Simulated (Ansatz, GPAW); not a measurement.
# Cutoff, mesh and smearing for 1T-FeClI monolayer

How do cutoff, mesh, smearing and the dipole layer change the work function of 1T-FeClI monolayer?

Calculated with GPAW 26.7.0 and Ansatz 0.2.0; Ansatz plane waves; layer without images along its normal, relaxation of atoms and in-plane cell, in the first sound run; inputs show where later runs differ.

## (1) Set-up

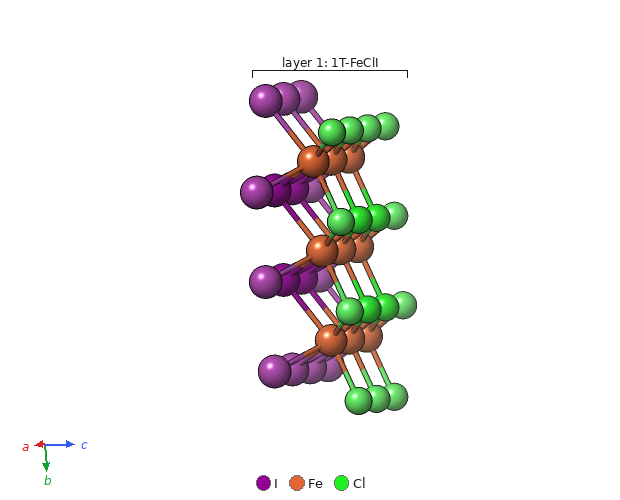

The starting structure, seen from the side, with the c axis across the page (iodine purple, iron orange, chlorine green). 2×2×1 cells are drawn. Some periodic images of atoms are drawn too.

The cell holds 3 atoms: 1 I, 1 Fe and 1 Cl. Its edges and angles: a = 3.604 Å, b = 3.604 Å, c = 20.629 Å, α = 90.0°, β = 90.0°, γ = 120.0°. Vacuum lies along c.

Coordinates:

```cif
data_structure
_symmetry_space_group_name_H-M 'P 1'
_symmetry_Int_Tables_number 1
_cell_length_a 3.6040
_cell_length_b 3.6040
_cell_length_c 20.6294
_cell_angle_alpha 90.000
_cell_angle_beta 90.000
_cell_angle_gamma 120.000
_cell_volume 232.05
loop_
_atom_site_label
_atom_site_type_symbol
_atom_site_fract_x
_atom_site_fract_y
_atom_site_fract_z
_atom_site_occupancy
I1 I 0.66667 0.33333 0.43627 1
Fe2 Fe 0.00000 0.00000 0.51691 1
Cl3 Cl 0.33333 0.66667 0.56373 1
```

## (2) Relaxation

Forces are removed first; all later runs use this geometry.

Contents of input.yaml:

```yaml
crystal:
  lattice:
    - [3.603982, 0.0, 0.0]
    - [-1.801991, 3.1211399668, 0.0]
    - [0.0, 0.0, 20.6293845382]
  atoms:
    - { symbol: I, position: [0.6666666667, 0.3333333333, 0.4362708923] }
    - { symbol: Fe, position: [0.0, 0.0, 0.5169097768], spin: 4.0 }
    - { symbol: Cl, position: [0.3333333333, 0.6666666667, 0.5637291077] }
  periodic: [true, true, false]
magnetization:
  spin_polarized: true
kpoints:
  mp_grid: { grid: [9, 9, 1] }
hamiltonian:
  xc: pbe
scf:
  occupations: { method: fermi_dirac, width: 0.05 }
relax:
  f_tol: 0.01
  max_steps: 90
  cell: {}
```

On the command line:

```sh
$ ansatz run input.yaml --threads 4 --pin off --max-ram 8192MiB --backend cpu --events-out ev --progress --plain --runs-dir out
```

Numbers of over 12 decimals in the logs are rounded to 6 here.

The program printed:

```text
Warning: crystal.periodic: the lattice vector that does not repeat stood 0.000° off the slab's normal, 20.629 Å along it as the deck builds it. The run solves the slab on a vector along the normal, 29.059 Å long, with every atom where it was (on the deck's vector they left 18.00 Å outside them, and the widest stretch free of ions among them is 1.66 Å). A fractional position that the run reports is one of the run's ce [...]
crystal.periodic: the lattice vector that does not repeat stood 0.000° off the slab's normal, 20.629 Å along it as the deck builds it. The run solves the slab on a vector along the normal, 29.059 Å long, with every atom where it was (on the deck's vector they left 18.00 Å outside them, and the widest stretch free of ions among them is 1.66 Å). A fractional position that the run reports is one of the run's cell, which [...]
Engine: ansatz 0.2.0, x86_64-unknown-linux-gnu
Pseudopotentials: kind: paw
Pseudopotential: I, paw, valence charge 17, recommended cutoff 420 eV (normal), I.paw.azcp
Pseudopotential: Fe, paw, valence charge 16, recommended cutoff 420 eV (normal), Fe.paw.azcp
Pseudopotential: Cl, paw, valence charge 7, recommended cutoff 420 eV (normal), Cl.paw.azcp
Functional definition: PBE
  parameter kappa = 0.804
  parameter beta = 0.066725
  exchange = pbe_x(kappa = kappa, mu = beta*pi^2/3)
  correlation = pbe_c(beta = beta)
Crystal: 3 atoms, lattice volume = 326.869 Å³
Basis set: ecut = 420 eV, 6301 PW (Γ), exchange–correlation on 50×50×400 points (8 copies of the dense FFT grid, shifted against one another)
Bands: 27, of which v1, the nominal top of the filled ones, is band 20 counted from 1 (19 counted from 0)
Symmetry: 6 space group operations
Space group: P3m1 (ITA 156), of the structure as read, at distance tolerance 6.9e-5 Å
Magnetic group: BNS 156.49 (UNI 1279), of the structure as read, at distance tolerance 6.9e-5 Å
k-points: 12 of 81 (time reversal used)
Non-local potential: I, projectors of the file, l = 0: 2, l = 1: 2, l = 2: 2, l = 3: 2
Non-local potential: Fe, projectors of the file, l = 0: 3, l = 1: 2, l = 2: 3, l = 3: 1
Non-local potential: Cl, projectors of the file, l = 0: 2, l = 1: 2, l = 2: 2
PAW form: soft (Blöchl's): semilocal exchange-correlation on the pseudo side does not see the compensation charge
PAW one-centre angular grid: I, 590 points (default); XC on 64 Gauss nodes
PAW one-centre angular grid: Fe, 590 points (default); XC on 64 Gauss nodes
PAW one-centre angular grid: Cl, 110 points (default); XC on 64 Gauss nodes
Initial density: superposition of atomic densities (neutral atoms: chi_scale 0, normalization atom)
Starting moments: Σ|m| = 4 μB on 1 of 3 sites
Initial wavefunctions: pseudopotential atomic-orbital guess
Functional: x = pbe(κ = 0.804, μ = 0.219515), c = pbe(β = 0.066725)
iter 1 solved again at ethr=1.03e-3 eV; its pass at ethr=3.10e-3 eV (dr2=4.13e-1 eV) is discarded
SCF iter   1: F=—  HF=-13072.539527 eV  |F-HF|=—  |Δ(HF+E_count)|=         —  Δρ=7.58e-3 (↑6.30e-3 ↓7.58e-3)  dr2=4.23e-1  dr2_m=5.60e-2  M=3.999 μB ∫|m|=4.011 μB  β_m=0.30  ethr=1.03e-3  ⟨swp⟩=1.4  Hψ=6532  notcnv=0
Mixer restart at iter 1: flushing history
preconditioner: auto → LDOS  [metal: Δε(μ)=0.047 eV  Ē_g=10.556 eV  σ=0.050 eV  W_gap=0.23  n_scr=16 (ndim 8)  ℏωp=9.6 eV  f_vac=0.776  D(μ)=1.86/eV (n_scr^D=8)]
spin=Collinear: LDOS preconditioning applied to the charge; magnetization (m = ρ↑ − ρ↓) channel mixes plain (no charge-response kernel on spin).
SCF iter   2: F=—  HF=-13072.853984 eV  |F-HF|=—  |Δ(HF+E_count)|=   3.14e-1  Δρ=5.32e-3 (↑4.80e-3 ↓5.32e-3)  dr2=1.35e-1  dr2_m=3.74e-2  M=3.995 μB ∫|m|=4.008 μB  β_m=0.43  ethr=1.03e-3  ⟨swp⟩=4.8  Hψ=1570  notcnv=0  defer=8
SCF iter   3: F=—  HF=-13073.212561 eV  |F-HF|=—  |Δ(HF+E_count)|=         —  Δρ=6.36e-3 (↑6.36e-3 ↓5.27e-3)  dr2=3.86e-2  dr2_m=8.60e-2  M=3.820 μB ∫|m|=3.839 μB  β_m=0.43  ethr=3.38e-4  ⟨swp⟩=4.5  Hψ=1672  notcnv=0  defer=34
SCF iter   4: F=—  HF=-13073.259596 eV  |F-HF|=—  |Δ(HF+E_count)|=         —  Δρ=4.37e-3 (↑4.37e-3 ↓4.00e-3)  dr2=8.84e-3  dr2_m=4.64e-2  M=3.806 μB ∫|m|=3.828 μB  β_m=0.43  ethr=9.64e-5  ⟨swp⟩=2.8  Hψ=1070  notcnv=0  defer=36
SCF iter   5: F=—  HF=-13073.292854 eV  |F-HF|=—  |Δ(HF+E_count)|=   3.33e-2  Δρ=3.01e-3 (↑3.01e-3 ↓2.83e-3)  dr2=3.99e-3  dr2_m=2.26e-2  M=3.797 μB ∫|m|=3.821 μB  β_m=0.71  ethr=2.21e-5  ⟨swp⟩=3.0  Hψ=1253  notcnv=0  defer=35
SCF iter   6: F=—  HF=-13073.318103 eV  |F-HF|=—  |Δ(HF+E_count)|=   2.52e-2  Δρ=3.82e-4 (↑1.62e-4 ↓3.82e-4)  dr2=4.30e-4  dr2_m=1.45e-4  M=3.766 μB ∫|m|=3.796 μB  β_m=0.71  ethr=9.98e-6  ⟨swp⟩=3.2  Hψ=1530  notcnv=0  defer=36
SCF iter   7: F=—  HF=-13073.318310 eV  |F-HF|=—  |Δ(HF+E_count)|=   2.07e-4  Δρ=1.06e-4 (↑1.06e-4 ↓9.85e-5)  dr2=1.12e-4  dr2_m=1.50e-5  M=3.765 μB ∫|m|=3.795 μB  β_m=0.76  ethr=1.08e-6  ⟨swp⟩=3.9  Hψ=1631  notcnv=0  defer=36
SCF iter   8: F=—  HF=-13073.318391 eV  |F-HF|=—  |Δ(HF+E_count)|=   8.08e-5  Δρ=7.59e-5 (↑7.59e-5 ↓5.27e-5)  dr2=2.92e-5  dr2_m=5.32e-6  M=3.767 μB ∫|m|=3.796 μB  β_m=0.67  ethr=2.79e-7  ⟨swp⟩=2.5  Hψ=1142  notcnv=0  defer=36
SCF iter   9: F=—  HF=-13073.318399 eV  |F-HF|=—  |Δ(HF+E_count)|=   7.91e-6  Δρ=2.46e-5 (↑9.77e-6 ↓2.46e-5)  dr2=2.34e-6  dr2_m=5.22e-7  M=3.767 μB ∫|m|=3.796 μB  β_m=0.72  ethr=7.30e-8  ⟨swp⟩=3.2  Hψ=1316  notcnv=0  defer=36
SCF iter  10: F=—  HF=-13073.318403 eV  |F-HF|=—  |Δ(HF+E_count)|=   4.86e-6  Δρ=6.91e-6 (↑3.75e-6 ↓6.91e-6)  dr2=2.06e-7  dr2_m=4.57e-8  M=3.767 μB ∫|m|=3.796 μB  β_m=0.71  ethr=5.84e-9  ⟨swp⟩=2.9  Hψ=1269  notcnv=0  defer=36
SCF iter  11: F=—  HF=-13073.318404 eV  |F-HF|=—  |Δ(HF+E_count)|=   3.86e-7  Δρ=3.25e-6 (↑3.25e-6 ↓2.37e-6)  dr2=6.57e-8  dr2_m=9.21e-9  M=3.767 μB ∫|m|=3.796 μB  β_m=0.64  ethr=5.16e-10  ⟨swp⟩=3.2  Hψ=1377  notcnv=0  defer=36
SCF iter  12: F=-13073.318404 eV  HF=-13073.318404 eV  |F-HF|=4.16e-9  |Δ(HF+E_count)|=   8.25e-9  Δρ=1.04e-6 (↑6.70e-7 ↓1.04e-6)  dr2=2.92e-9  dr2_m=1.55e-9  M=3.767 μB ∫|m|=3.796 μB  ethr=1.64e-10  ⟨swp⟩=3.4  Hψ=2773  notcnv=0
SCF 1 converged in 12 iterations: F = -13073.318404 eV  dr2 = 2.92e-9
  greatest PAW one-centre occupation: 1.004 electrons in one spin orbital (limit 2), on the Fe atom at site 1 (counted from 0), in its partial waves of l = 1
relax step   1: F+E_penalty+E_count = -13073.31840379 eV  Δ(F+E_penalty+E_count) = +0.000e0 eV  max|allowed force component| = 2.198e0 eV/Å  Δτ_max = 0.0000 Å  P = +8.060 N/m  Ω = 326.869 Å³  fix = [c, alpha, beta]  reactions: c +0.000 N/m  (12 SCF iters, dr2 threshold 1.00e-7 eV, accepted)
Crystal: 3 atoms, lattice volume = 332.925 Å³
[...]
Basis set: ecut = 420 eV, 7141 PW (Γ), exchange–correlation on 54×54×400 points (8 copies of the dense FFT grid, shifted against one another)
Initial wavefunctions: pseudopotential atomic-orbital guess (no wavefunctions were taken with the density)
iter 1 solved again at ethr=3.07e-6 eV; its pass at ethr=3.10e-3 eV (dr2=1.23e-3 eV) is discarded
SCF iter   1: F=—  HF=-13073.924217 eV  |F-HF|=—  |Δ(HF+E_count)|=         —  Δρ=3.51e-4 (↑3.51e-4 ↓2.91e-4)  dr2=5.43e-5  dr2_m=1.68e-5  M=4.000 μB ∫|m|=4.026 μB  β_m=0.65  ethr=3.07e-6  ⟨swp⟩=4.3  Hψ=7105  notcnv=0
preconditioner: auto → LDOS  [metal: Δε(μ)=0.039 eV  Ē_g=9.446 eV  σ=0.050 eV  W_gap=0.19  n_scr=12 (ndim 8)  ℏωp=9.1 eV  f_vac=0.772  D(μ)=2.65/eV (n_scr^D=10)]
spin=Collinear: LDOS preconditioning applied to the charge; magnetization (m = ρ↑ − ρ↓) channel mixes plain (no charge-response kernel on spin).
SCF iter   2: F=—  HF=-13073.947869 eV  |F-HF|=—  |Δ(HF+E_count)|=   2.37e-2  Δρ=1.33e-4 (↑1.33e-4 ↓1.05e-4)  dr2=2.17e-5  dr2_m=2.41e-6  M=4.000 μB ∫|m|=4.026 μB  β_m=0.56  ethr=1.36e-7  ⟨swp⟩=3.3  Hψ=1522  notcnv=0
SCF iter   3: F=—  HF=-13073.951888 eV  |F-HF|=—  |Δ(HF+E_count)|=   4.02e-3  Δρ=5.11e-5 (↑5.11e-5 ↓4.05e-5)  dr2=2.41e-6  dr2_m=5.17e-7  M=4.000 μB ∫|m|=4.026 μB  β_m=0.66  ethr=5.42e-8  ⟨swp⟩=2.5  Hψ=1118  notcnv=0  defer=1
SCF iter   4: F=—  HF=-13073.952957 eV  |F-HF|=—  |Δ(HF+E_count)|=   1.07e-3  Δρ=6.04e-6 (↑6.04e-6 ↓5.24e-6)  dr2=3.04e-7  dr2_m=2.37e-8  M=4.000 μB ∫|m|=4.026 μB  β_m=0.65  ethr=6.01e-9  ⟨swp⟩=3.2  Hψ=1447  notcnv=0  defer=1
SCF iter   5: F=—  HF=-13073.952975 eV  |F-HF|=—  |Δ(HF+E_count)|=   1.75e-5  Δρ=2.35e-6 (↑2.35e-6 ↓1.58e-6)  dr2=4.60e-8  dr2_m=4.21e-9  M=4.000 μB ∫|m|=4.026 μB  β_m=0.62  ethr=7.60e-10  ⟨swp⟩=2.6  Hψ=1178  notcnv=0  defer=1
SCF iter   6: F=—  HF=-13073.952977 eV  |F-HF|=—  |Δ(HF+E_count)|=   2.34e-6  Δρ=2.28e-6 (↑2.28e-6 ↓5.48e-7)  dr2=1.24e-8  dr2_m=4.03e-9  M=4.000 μB ∫|m|=4.026 μB  β_m=0.56  ethr=1.15e-10  ⟨swp⟩=3.8  Hψ=1390  notcnv=0  defer=2
SCF iter   7: F=—  HF=-13073.952977 eV  |F-HF|=—  |Δ(HF+E_count)|=   1.28e-7  Δρ=1.24e-6 (↑1.24e-6 ↓3.86e-7)  dr2=2.77e-9  dr2_m=1.71e-9  M=4.000 μB ∫|m|=4.026 μB  β_m=0.75  ethr=3.09e-11  ⟨swp⟩=2.1  Hψ=832  notcnv=0  defer=2
SCF iter   8: F=—  HF=-13073.952978 eV  |F-HF|=—  |Δ(HF+E_count)|=   3.23e-7  Δρ=1.67e-7 (↑1.67e-7 ↓1.42e-7)  dr2=3.18e-10  dr2_m=6.15e-12  M=4.000 μB ∫|m|=4.026 μB  β_m=0.65  ethr=6.92e-12  ⟨swp⟩=3.2  Hψ=1301  notcnv=0  defer=3
SCF iter   9: F=—  HF=-13073.952968 eV  |F-HF|=—  |Δ(HF+E_count)|=   9.96e-6  Δρ=5.62e-7 (↑5.62e-7 ↓4.43e-7)  dr2=6.60e-9  dr2_m=3.44e-10  M=4.000 μB ∫|m|=4.026 μB  β_m=0.65  ethr=1.00e-12  ⟨swp⟩=6.0  Hψ=2051  notcnv=0  defer=9
SCF iter  10: F=—  HF=-13073.952968 eV  |F-HF|=—  |Δ(HF+E_count)|=   1.12e-8  Δρ=5.53e-7 (↑5.53e-7 ↓4.39e-7)  dr2=6.33e-9  dr2_m=3.31e-10  M=4.000 μB ∫|m|=4.026 μB  β_m=0.62  ethr=1.00e-12  ⟨swp⟩=1.2  Hψ=661  notcnv=0  defer=9
SCF iter  11: F=—  HF=-13073.952968 eV  |F-HF|=—  |Δ(HF+E_count)|=   1.53e-8  Δρ=5.08e-7 (↑5.08e-7 ↓3.87e-7)  dr2=5.33e-9  dr2_m=2.70e-10  M=4.000 μB ∫|m|=4.026 μB  β_m=0.81  ethr=1.00e-12  ⟨swp⟩=2.1  Hψ=867  notcnv=0  defer=9
SCF iter  12: F=—  HF=-13073.952968 eV  |F-HF|=—  |Δ(HF+E_count)|=   3.06e-9  Δρ=3.75e-7 (↑3.75e-7 ↓2.69e-7)  dr2=2.80e-9  dr2_m=1.37e-10  M=4.000 μB ∫|m|=4.026 μB  β_m=0.90  ethr=1.00e-12  ⟨swp⟩=2.9  Hψ=1067  notcnv=0  defer=9
SCF iter  13: F=—  HF=-13073.952968 eV  |F-HF|=—  |Δ(HF+E_count)|=   1.11e-9  Δρ=3.57e-7 (↑3.57e-7 ↓2.61e-7)  dr2=2.59e-9  dr2_m=1.25e-10  M=4.000 μB ∫|m|=4.026 μB  β_m=0.95  ethr=1.00e-12  ⟨swp⟩=1.3  Hψ=706  notcnv=0  defer=9
SCF iter  14: F=—  HF=-13073.952968 eV  |F-HF|=—  |Δ(HF+E_count)|=   3.94e-9  Δρ=1.84e-7 (↑1.84e-7 ↓1.44e-7)  dr2=7.68e-10  dr2_m=3.67e-11  M=4.000 μB ∫|m|=4.026 μB  β_m=0.92  ethr=1.00e-12  ⟨swp⟩=2.6  Hψ=1024  notcnv=0  defer=9
SCF iter  15: F=—  HF=-13073.952968 eV  |F-HF|=—  |Δ(HF+E_count)|=  8.26e-10  Δρ=1.35e-7 (↑1.35e-7 ↓1.02e-7)  dr2=3.51e-10  dr2_m=1.89e-11  M=4.000 μB ∫|m|=4.026 μB  β_m=0.91  ethr=1.00e-12  ⟨swp⟩=2.0  Hψ=850  notcnv=0  defer=9
SCF iter  16: F=—  HF=-13073.952968 eV  |F-HF|=—  |Δ(HF+E_count)|=  3.64e-10  Δρ=4.96e-8 (↑4.96e-8 ↓3.92e-8)  dr2=6.19e-11  dr2_m=2.69e-12  M=4.000 μB ∫|m|=4.026 μB  β_m=0.74  ethr=1.00e-12  ⟨swp⟩=2.6  Hψ=955  notcnv=0  defer=9
SCF iter  17: F=-13073.952968 eV  HF=-13073.952968 eV  |F-HF|=7.28e-11  |Δ(HF+E_count)|=  1.20e-10  Δρ=3.21e-9 (↑3.21e-9 ↓3.09e-9)  dr2=5.91e-14  dr2_m=1.45e-14  M=4.000 μB ∫|m|=4.026 μB  ethr=1.00e-12  ⟨swp⟩=7.2  Hψ=3442  notcnv=0
SCF 7 converged in 17 iterations: F = -13073.952968 eV  dr2 = 5.91e-14
relax step   7: F+E_penalty+E_count = -13073.95296768 eV  Δ(F+E_penalty+E_count) = -2.176e-3 eV  max|allowed force component| = 5.159e-3 eV/Å  Δτ_max = 0.0000 Å  P = +0.048 N/m  Ω = 365.954 Å³  fix = [c, alpha, beta]  reactions: c +0.000 N/m  stress off target by 4.78e-2 N/m on what of the cell is left free  SCF on the basis re-selected at this cell (its energy is not comparable with the rows above)  (17 SCF iters)
basis re-selected at this cell: Δ(F+E_penalty+E_count) = -2.176e-3 eV, ΔP = +0.039 N/m vs the last step (what re-selecting the basis moved, of the pressure what is left beyond the Pulay correction that the steps carried, after the strain that the cell walked since its last selection, with what the two solves' SCF thresholds leave and, on support functions, any second-order correction that the steps lacked; it is no measure of the basis error at this ecutwfc). The dense FFT grid was sized anew with the basis: this SCF ran on 27×27×200 points, the steps before it on 25×25×200, so part of this shift can come from that change (see relax.cell in the input reference). [rest of the remark cut]
SCF converged after 17 iterations
Magnetization: 3.9998 μB (21.9999 up, 18.0001 down)
Absolute magnetization: 4.0270 μB (∫|ρ↑−ρ↓|, with the PAW one-centre terms)
Spin contamination: 0.0155 ħ² per cell (⟨S²⟩ above its minimum at these occupations)
Per-site moments (μB) at R_I (Å): [(0.188390, 1.152020), (3.422319, 1.043815), (0.128825, 1.043815)]
Free energy (F): -13073.952968 eV
Harris-Foulkes:  -13073.952968 eV  (|F-HF|=7.28e-11)
Internal energy: -13073.930379 eV  (E = F + TS)
E sigma→0 (E₀):  -13073.941673 eV
Entropy (-TS):   -0.022589 eV (-7.530 meV/atom)
Fermi energy:    -5.131434 eV
--- Per-component energies (eV) ---
  E_band       = -1267.994602
  E_kinetic    = 689.988288
  E_local      = -72299.985888  (includes V_loc(G=0)·N_el)
  E_nonlocal   = 168.724232
  E_hartree    = 35645.051631
  E_xc         = -348.448902
  E_vxc        = -396.184199  (∫ρ·V_xc dr)
  E_paw        = -6847.501750  (= ΣΔE_a)
  E_vpaw       = -720.641214  (= ΣTr[D̂ρ^β])
  E_aug_tail   = 0.000914  (compensation charges beyond the density's cutoff)
  E_ewald      = 29918.241097
  E_smearing   = -0.022589  (= −TS)
  E_closure    = -0.000000  (closes the sum)
  Σ components = -13073.952968   (vs F -13073.952968, Δ=0.00e0)
--- Forces (eV/Å), atoms counted from 1 ---
  atom   1  I      0.00000000    -0.00000000    -0.00515934
  atom   2  Fe    -0.00000000     0.00000000     0.00506171
  atom   3  Cl    -0.00000000     0.00000000     0.00009767
  max |Σ_I F_I| component: 4.61e-8 eV/Å
--- 2D stress c σ (N/m, compression-positive) ---
        0.047758       0.000000      -0.000000
        0.000000       0.047758      -0.000000
       -0.000000      -0.000000       0.000000
  P = ½ c Tr σ = 0.0478 N/m
--- Relaxed structure (6 steps of the walk, 6 accepted, 1 SCFs on fresh bases) ---
  F+E_penalty+E_count = -13073.95296768 eV   max|allowed force component| = 5.159e-3 eV/Å   (the final SCF, on the basis selected at the relaxed cell)
  cell:  # Å, volume = 365.9544 Å³
    - [3.813376, 0, 0]
    - [-1.906688, 3.302480, 0]
    - [0, 0, 29.058769]
  atoms:
    - { symbol: I, position: [0.666667, 0.333333, 0.305233] }
    - { symbol: Fe, position: [-2.3291016595396634e-18, 0, 0.364362] }
    - { symbol: Cl, position: [0.333333, 0.666667, 0.407288] }
```

Run time: 35 s. Hardware: 4 threads of Intel Xeon Platinum 8559C (Emerald Rapids), shared host; peak memory 0.84 GiB; 2 min of CPU time.

Relaxation path:

```csv
step,energy less that of the first step (eV),largest force component (eV/Å),volume (Å³)
1,0.0000,2.1980,326.87
2,-0.4292,1.0621,332.92
3,-0.5509,0.4344,336.78
4,-0.6216,0.0670,353.87
5,-0.6322,0.0317,364.43
6,-0.6324,0.0057,365.95
7*,-0.6346,0.0052,365.95
```

Relaxation steps marked * repeat the geometry before them on a plane-wave basis chosen anew for their cell, so energy and pressure can jump there.

Forces are held to the 6 operations that the run works with; a distortion that breaks them can't arise in this run.

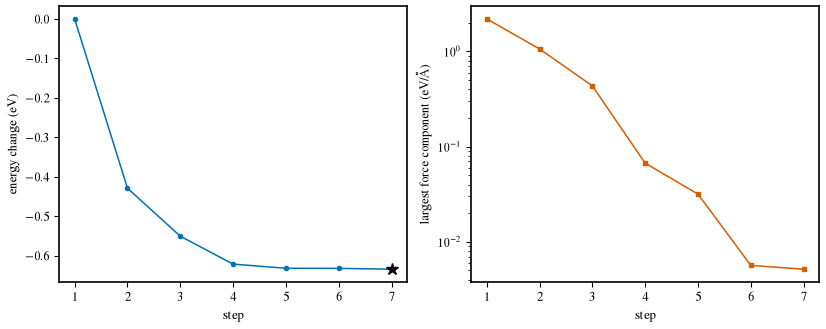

Energy and largest force along the relaxation. Stars mark steps on a basis chosen anew.

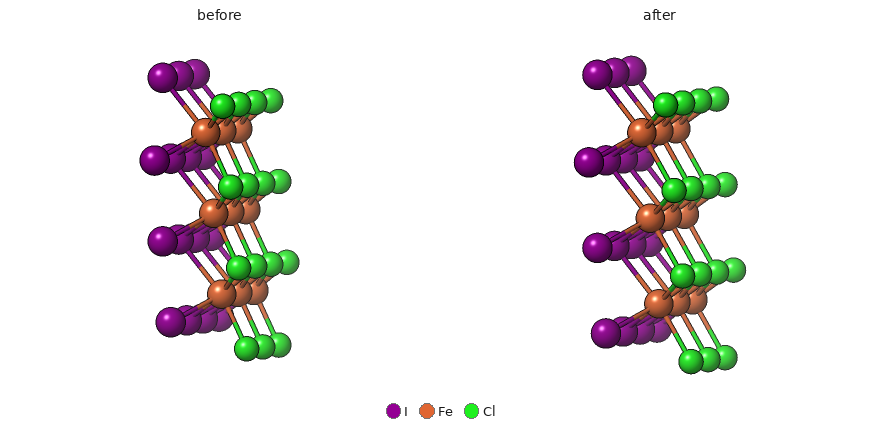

The structure before and after the relaxation, drawn at the same scale.

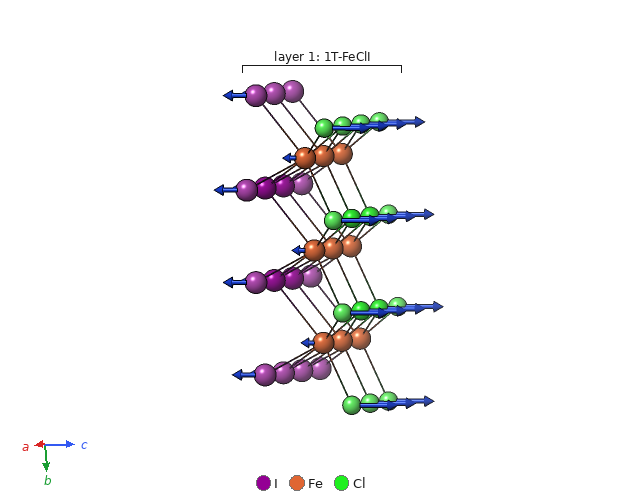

Displacements in the relaxation, exaggerated, measured against the changing cell; the longest in the cell stands for 0.21 Å. 2×2×1 cells are drawn. Some periodic images of atoms are drawn too.

```
cell as run  before  after  change
      a (Å)   3.604  3.813  +5.8 %
      b (Å)   3.604  3.813  +5.8 %
```

The atoms that moved most (Å, along periodic axes as changes of fractional coordinates times the final cell, across vacuum about the mean position):

```csv
atom,dx,dy,dz,length
Cl3,0.000,0.000,0.206,0.206
I1,0.000,0.000,-0.130,0.130
Fe2,0.000,0.000,-0.076,0.076
```

Final coordinates:

```
I Fe Cl
1.0
     3.81338    0.00000    0.00000
    -1.90669    3.30248    0.00000
     0.00000    0.00000   29.05877
I Fe Cl
1 1 1
Cartesian
  1.9067 1.1008 8.8697
  0.0000 0.0000 10.5879
  0.0000 2.2017 11.8353
```

Numbers from this step:

```
free energy            : -13073.9530 eV
smearing term TS       : 0.02259 eV
magnetization          : 4.000 μB
absolute magnetization : 4.027 μB
site moments           : 0.1884, 3.422, 0.1288 μB
symmetry operations    : 6
```

Site moment by atom:

```csv
atom,site moment (μB)
I1,0.19
Fe2,3.42
Cl3,0.13
```

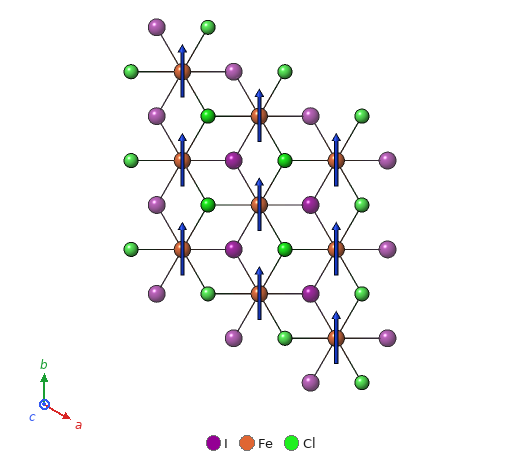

Site moment as arrows, the longest 3.42 μB. Up and down stand for the sign. Arrows give size and sign along the axis of quantisation, drawn up and down the page. 2×2×1 cells are drawn. Some periodic images of atoms are drawn too.

The relaxation lowered the energy of the cell by 0.635 eV.

[end of part 1 of 3]

[Logs are printed without paths, hosts, clocks, repeated set-up lines and the standing remarks that a program may print on its own settings, such as how far it seeks lower states.]

[Hosts, paths, dates, database ids (printed as entryN), source tags and the programs' standing remarks are cut or masked in the printed files.]
